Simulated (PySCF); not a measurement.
# C$_{2}$HF$_{5}$, SMILES `FC(F)C(F)(F)F`: electronic structure

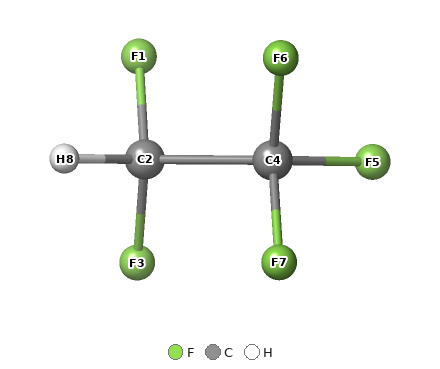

The molecule, with its atoms numbered as below. No frequency check shows the geometry to be a minimum.

Geometry (Å), atoms numbered from 1:

```
F1       1.4857    1.0838    0.0734
C2       0.8725    0.0016   -0.4279
F3       1.4832   -1.0858    0.0645
C4      -0.6177    0.0017   -0.0033
F5      -0.7773   -0.0099    1.3123
F6      -1.2328    1.0801   -0.4922
F7      -1.2353   -1.0712   -0.5010
H8       0.9606    0.0061   -1.5260
```

Part 1: Bonding charge

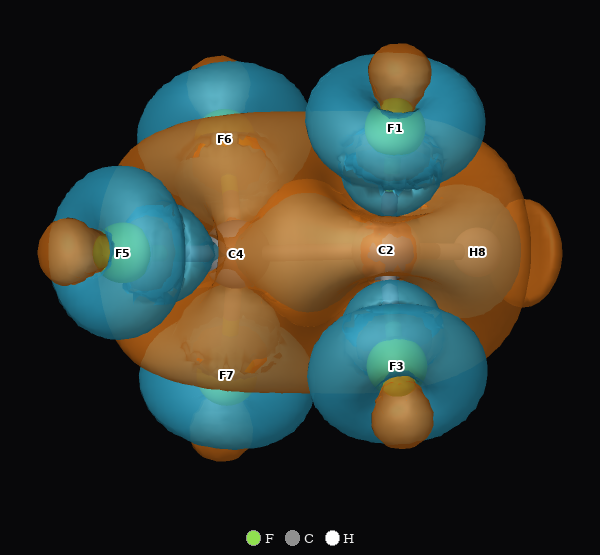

Deformation density (molecule less spherical, spin-averaged free atoms at the same positions), surfaces at ±0.04 e/Å³; light blue: gain, orange: loss.

Method: PBE/def2-TZVP; geometry: GFN2-xTB; program: PySCF.

**How much density has each bond gained at its critical point, relative to the free atoms?**

C2–H8: +0.82 e/Å³ at the bond critical point (bond length 1.10 Å, Mayer order 0.9). C2–C4: +0.63 e/Å³ at the bond critical point (bond length 1.55 Å, Mayer order 0.9). C4–F5: +0.17 e/Å³ at the bond critical point (bond length 1.32 Å, Mayer order 1.2). C4–F7 and C4–F6: +0.15 e/Å³ at the bond critical point (bond length 1.33 Å, Mayer order 1.2). C2–F3 and F1–C2: +0.08 e/Å³ at the bond critical point (bond length 1.34 Å, Mayer order 1.1); up to 0.6 Å beside the axis the gain reaches +0.30 e/Å³. In all, 1.6 electrons gather in the regions of gain relative to the promolecule. A small or negative value marks a very polar bond, one between electron-rich atoms, whose free-atom densities already overlap strongly, a long bond to a heavier atom, or a closed-shell contact such as a hydrogen bond.

**Where do the Hirshfeld charges lie?**

The highest Hirshfeld charge is on C4 (+0.22 e), the lowest on F1 and F3 (−0.08 e).

| atom | charge (e) |
| --- | --- |
| F1 | −0.08 |
| C2 | +0.12 |
| F3 | −0.08 |
| C4 | +0.22 |
| F5 | −0.07 |
| F6 | −0.08 |
| F7 | −0.08 |
| H8 | +0.06 |

Part 2: Bond critical points

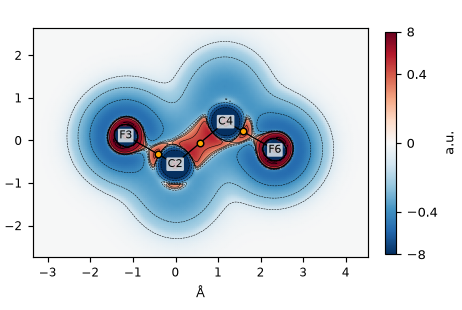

Negative Laplacian of the density (−∇²ρ) in the plane of C2, F3, C4 and F6 (red positive, blue negative, colour scale in a.u., logarithmic beyond ±0.04), with bond paths and bond critical points (dots).

**At which bond critical points in this plane is charge locally concentrated, and at which depleted?**

Concentrated (∇²ρ < 0): C4–F6 (−0.51 a.u.); C2–F3 (−0.36 a.u.); C2–C4 (−0.69 a.u.). At none is it depleted.

**Where along C2–F3 does the critical point lie?**

0.46 Å from C2 and 0.88 Å from F3.

Part 3: Local ionisation energy

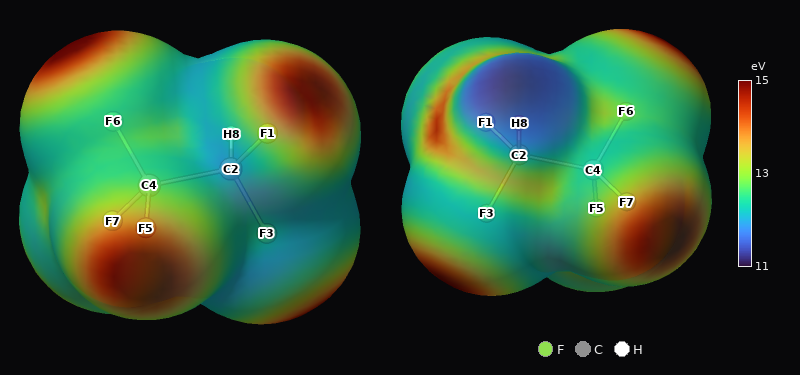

Average local ionisation energy on the surface of electron density 0.001 a.u. (back view left, front view right).

**Locate the minima of the map.**

The lowest value is 11.2 eV, 1.3 Å from H8. Further minima include 11.9 eV, 1.7 Å from F1, and at like points elsewhere; 12.1 eV, 1.7 Å from F3. For comparison, the highest occupied orbital lies at −8.7 eV.

Part 4: In an electric field

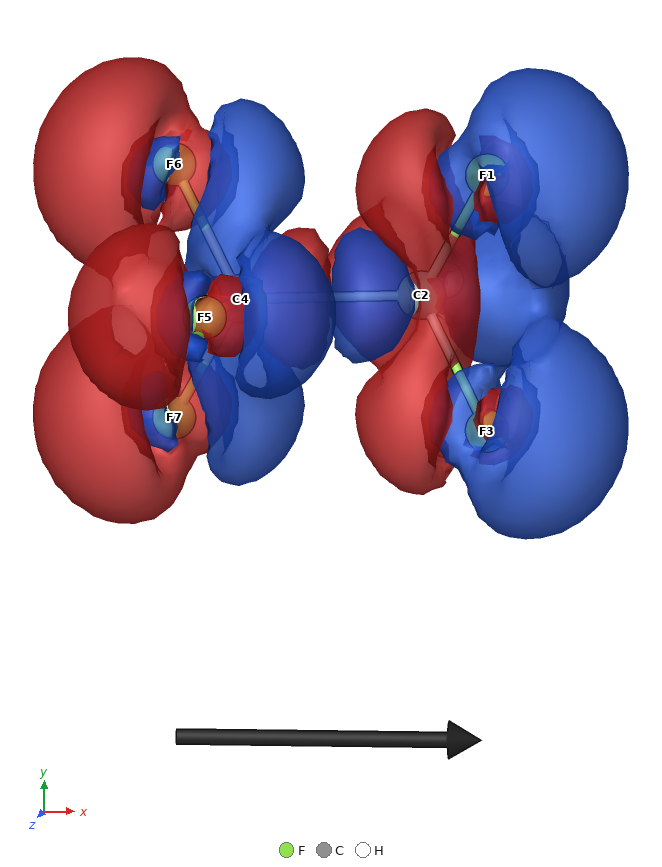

Change of the electron density in a uniform field of 0.21 V/Å along +x (arrow), surfaces at ±0.001 e/Å³ (red: gain, blue: loss).

PySCF calculation, PBE/def2-TZVP, gas phase; geometry: GFN2-xTB. A basis without diffuse functions makes polarisabilities too small.

**How large is the response?**

The induced dipole is 0.30 D (along the field); α along this axis, from the fields in both directions, is 30 bohr³ (4.4 Å³).

**Which atoms gain and lose the most charge?**

Electrons gather most on F6 and F7 alike (Hirshfeld charge changes by −0.005 e) and leave F1 and F3 alike most (+0.005 e); 0.034 electrons are displaced in all.
